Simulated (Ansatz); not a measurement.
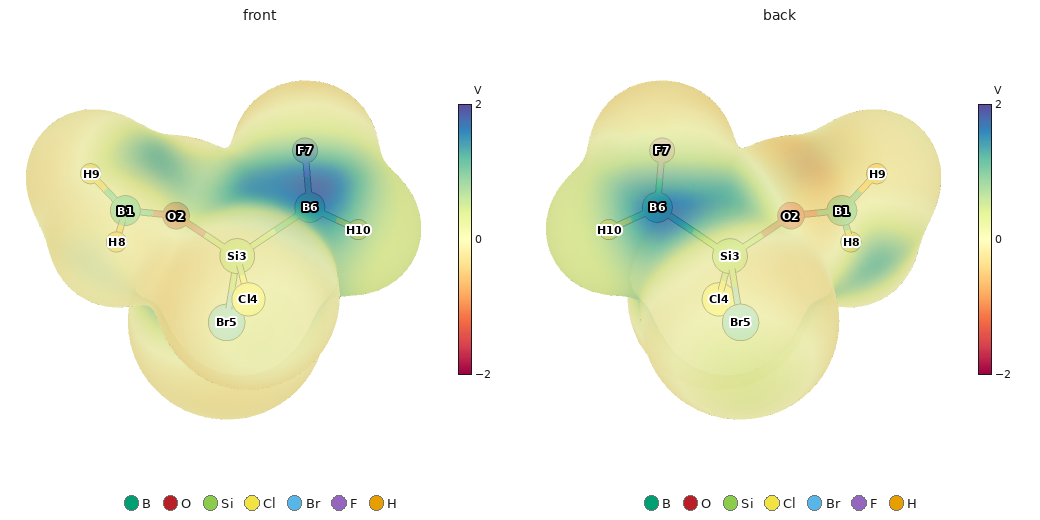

*B2BrClFH3OSi (SMILES BO[Si](Cl)(Br)BF). The molecular electrostatic potential painted on the density surface at 0.001 e/bohr³, seen from the front and from behind; the colour scale runs from red (negative) to blue (positive).*

The calculation used Ansatz, RKS B3LYP-D4/def2-SVP.

```xyz
10

B    -2.0526    0.8120    0.4523
O    -0.7344    0.7150    0.1451
Si    0.3456   -0.3514   -0.5346
Cl   -0.4525   -2.2658   -0.5283
Br    0.6988    0.2996   -2.6425
B     2.1327   -0.3573    0.4213
F     2.3456    0.4543    1.4365
H    -2.7944   -0.1205    0.2488
H    -2.4347    1.8510    0.9328
H     3.0290   -1.0881    0.0716
```

### Where is the surface potential most negative and most positive?

The most negative region (about −0.6 V, or −14 kcal/mol for a unit charge) lies over O2, the most positive (about +1.7 V, or +39 kcal/mol for a unit charge) over B6. Br5 shows a σ-hole: about +0.3 V, or +7 kcal/mol for a unit charge at the tip opposite its bond, against about −0.1 V on its flanks.
